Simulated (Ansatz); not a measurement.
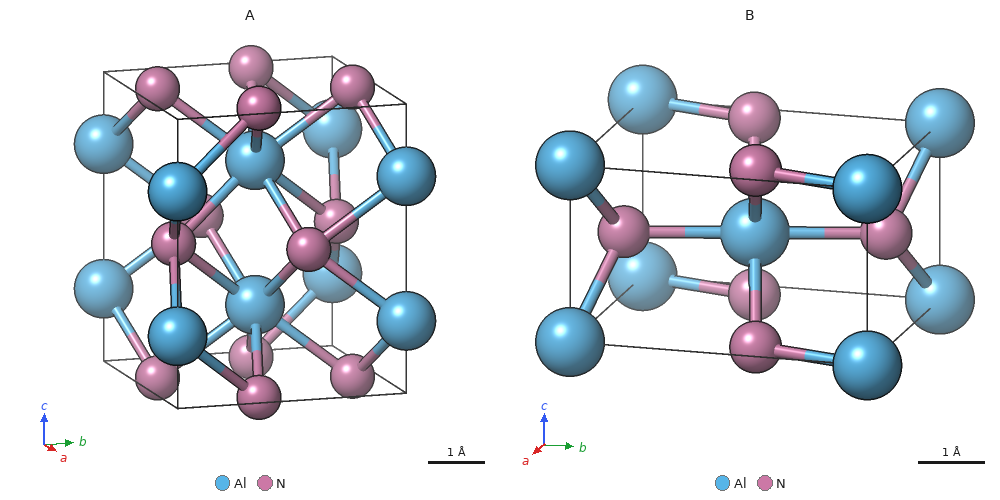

Two structures of AlN₂, each relaxed to rest (conventional cells in solid outline, small ones repeated, not to one scale). Method: Ansatz, DFT PBE, scalar-relativistic, plane waves, PAW, without spin polarisation.

### What are A and B?

A: 12 atoms a cell on a body-centred tetragonal lattice, I4/mcm. B: 6 atoms a cell on a primitive orthorhombic lattice, Pnnm.

### Which structure wins energetically, and by what margin?

B is lower, by 403 meV/atom at this level of theory (energies at zero smearing). Volumes: A 8.1, B 8.6 Å³/atom.

One or both may be structure types tried for this composition rather than known phases.
